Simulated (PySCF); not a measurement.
# C₇H₇NO (SMILES CC(=O)[C+]1[CH]C=CC=N1) (charge +1, doublet): what the fields show

```xyz
16

C     2.4860   -0.9342   -0.0234
C     1.7756    0.3716   -0.1633
O     2.2799    1.4319   -0.3447
C     0.2579    0.2344   -0.0492
C    -0.5210    1.3894   -0.1652
C    -1.8917    1.2236   -0.0565
C    -2.4474   -0.0252    0.1555
C    -1.5825   -1.1201    0.2574
N    -0.3022   -0.9166    0.1492
H     3.5588   -0.7744   -0.1119
H     2.2464   -1.3765    0.9436
H     2.1392   -1.6203   -0.7962
H    -0.0293    2.3380   -0.3314
H    -2.5310    2.0943   -0.1401
H    -3.5126   -0.1780    0.2430
H    -1.9338   -2.1289    0.4218
```

Geometry: GFN2-xTB.

Theory: UKS B3LYP, pcH-1 on C H N O, non-relativistic, mean-field spin-orbit, GIAO in PySCF.

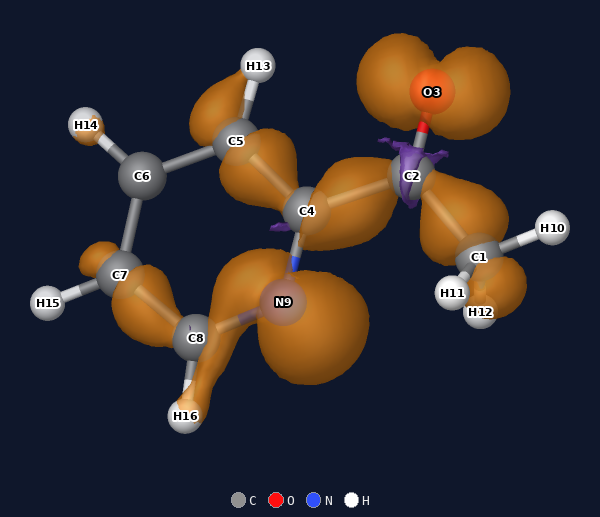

Figure 1. Isosurfaces of the spin density at +0.02 (orange) and −0.02 e/Å³ (purple), seen at an oblique angle.

> Which atoms carry the spin?

The unpaired spin (1 electron) lies mostly on N9 (about 0.4), O3 (about 0.3), C4 (about 0.1) and C1 (about 0.1), in electrons by Hirshfeld's partition.

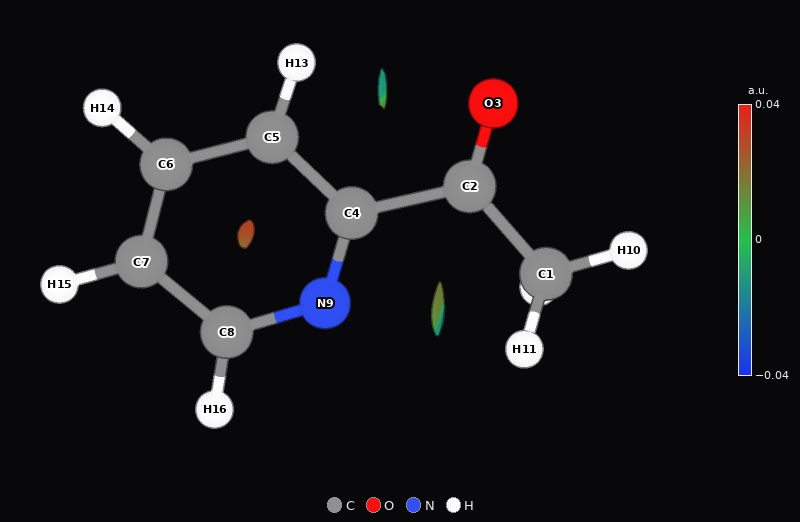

Figure 2. Non-covalent interaction (NCI) plot: the surface where the reduced density gradient is 0.4, for densities under 0.05 a.u., coloured by sign(λ₂)ρ; seen at a tilt.

> Which non-covalent interactions does the plot reveal?

- Between H13 and C5 on one side and O3 and C2 on the other: a weak contact, attractive (blue-green) on one side and crowded (olive to red) on the other
- Between C1 and C2 on one side and N9 and C4 on the other: a weak contact, attractive (blue-green) on one side and crowded (olive to red) on the other
- Inside the ring or cage of C4, C5, C6, C7, C8 and N9: steric crowding (red)

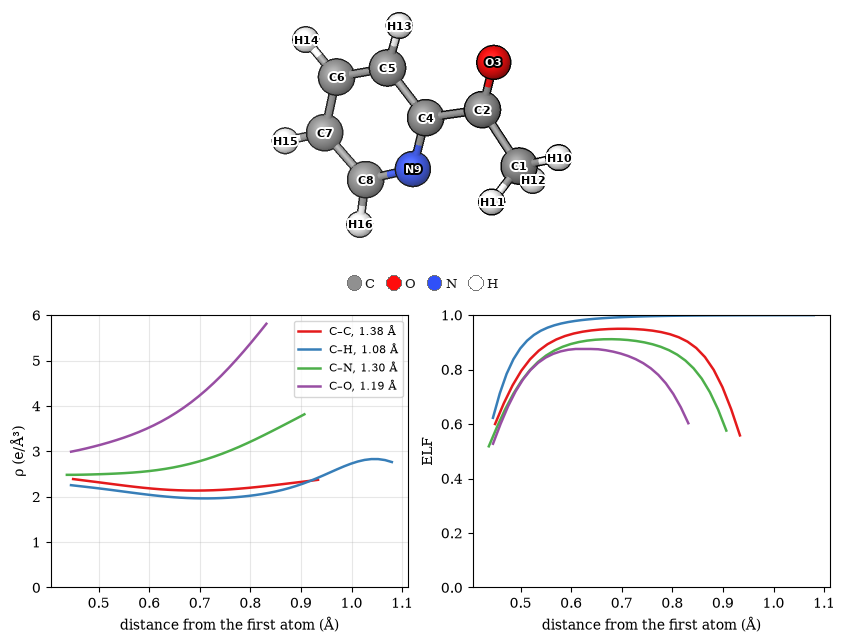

Figure 3. Total electron density and electron localisation function along straight lines between neighbouring atoms. The curves leave out the atomic cores. The structure is drawn too.

> What can be read from the curves?

C–C (1.38 Å): ρ at the midpoint is about 2.1 e/Å³; the ELF peaks at about 0.95 between the atoms; a covalent bond.
C–H (1.08 Å): ρ is about 2.1 e/Å³ halfway; the ELF climbs to about 1 towards the hydrogen, as it does in any bond to H (an ordinary covalent bond to hydrogen).
C–N (1.30 Å): the density is about 2.6 e/Å³ at the midpoint; the ELF peaks at about 0.90 between the atoms: localised, covalent bonding.
C–O (1.19 Å): ρ is about 3.5 e/Å³ halfway; the ELF peaks at about 0.90 between the atoms; a multiple bond.
